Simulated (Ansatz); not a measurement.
H4SeSi···CH4O

Input file:

```
crystal:
  periodic: [false, false, false]
  atoms:
    - { symbol: Si, position_ang: [-0.039286, 0.980378, 1.599189] }
    - { symbol: O, position_ang: [0.494938, -0.88049, -0.783289] }
    - { symbol: C, position_ang: [-0.720727, -1.328705, -1.354554] }
    - { symbol: H, position_ang: [-0.433828, 1.889024, 2.733609] }
    - { symbol: H, position_ang: [-1.304113, 0.582261, 0.894151] }
    - { symbol: H, position_ang: [0.70236, -0.20135, 2.145194] }
    - { symbol: H, position_ang: [0.757142, -0.051704, -1.22639] }
    - { symbol: Se, position_ang: [1.360661, 2.250866, 0.26337] }
    - { symbol: H, position_ang: [-1.480148, -0.516918, -1.448571] }
    - { symbol: H, position_ang: [-1.142772, -2.103376, -0.681253] }
    - { symbol: H, position_ang: [-0.579301, -1.794337, -2.359883] }
    - { symbol: H, position_ang: [2.385076, 1.17435, 0.218328] }
magnetization:
  spin_polarized: true
basis:
  gaussian: { orbitals: def2-SVP }
hamiltonian:
  xc: pbe
  dispersion: d4
relax:
  f_tol: 0.03
  max_steps: 50
output:
  orbitals: {}
```

Launched as:

```sh
ansatz run input.yaml --threads 4 --pin off --max-ram 5120MiB --backend cpu --events-out ev --progress --plain --runs-dir out
```

The fields are those of the relaxed geometry.

Level of theory: Ansatz, UKS PBE-D4/def2-SVP.

### What will maps of the electron density and electron localisation function show?

Si–Se (2.33 Å): ρ is about 0.66 e/Å³ halfway, with its minimum of 0.55 e/Å³ about 0.8 Å from Si; the ELF peaks at about 0.90 between the atoms: localised, covalent bonding.

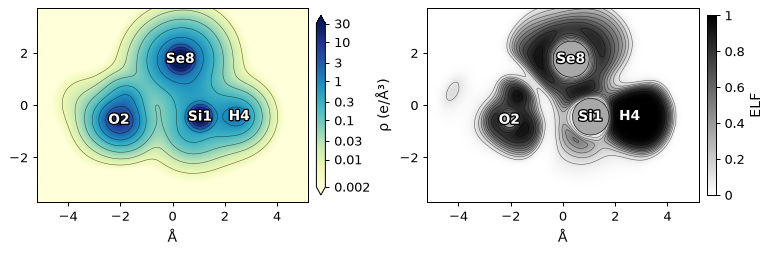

Computed electron density and electron localisation function on the plane of atoms H4, Si1 and Se8, in this order. Grey discs cover the atomic cores in the ELF map. 
